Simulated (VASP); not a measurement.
Band structure of SnS (space group C2/c). Calculation: PBE GGA, VASP's PBE PAW potentials (set 64) (plane waves; VASP).

Unless said otherwise, spin-orbit coupling is left out, though it shifts the bands of the heavy elements here.

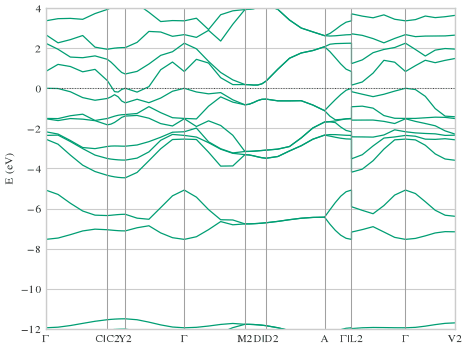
Figure: Bands along high-symmetry lines, zero at the valence-band maximum or, without a gap, the Fermi level

Question: Read the plot: is there a gap, and where are the band edges?

Answer: It has no gap at this level: it comes out as a metal or semimetal.

The structure was generated: SnS was put into an ordered model structure, which need not be its known phase. The cell was not relaxed at this level. The k-mesh is coarse (spacing up to 0.39 per Å, 2π included), so the numbers may not be converged in it.
